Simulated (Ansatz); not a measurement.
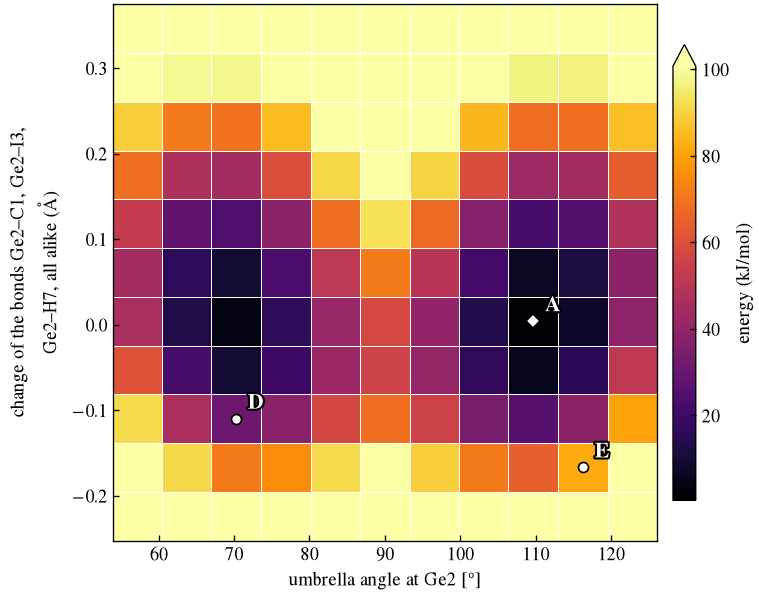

CH₄GeI, SMILES [CH3][GeH][I], spin multiplicity 2. 
- Coordinates scanned: (1) umbrella angle at Ge2 (between each of its bonds and their common axis; 90 is planar); (2) change of the bonds Ge2–C1, Ge2–I3, Ge2–H7, all alike.
- Nothing is relaxed (all other coordinates rigid).
- The grid has 11 × 11 points.
- Points are written as (first, second).
- Energies: kJ/mol, counted from the relaxed molecule at the same level.
- Energies and slopes of some neighbouring points disagree (a jump in structure or state, or too coarse a mesh).
- All numbers below come from UKS PBE-D4/def2-SVP in Ansatz.

The picture shows one coloured cell a grid point, one colour for all values above the top of the scale, lettered points.

### Rank the lettered points by energy, lowest first.

A (0.37 kJ/mol), D (31 kJ/mol), E (82 kJ/mol).
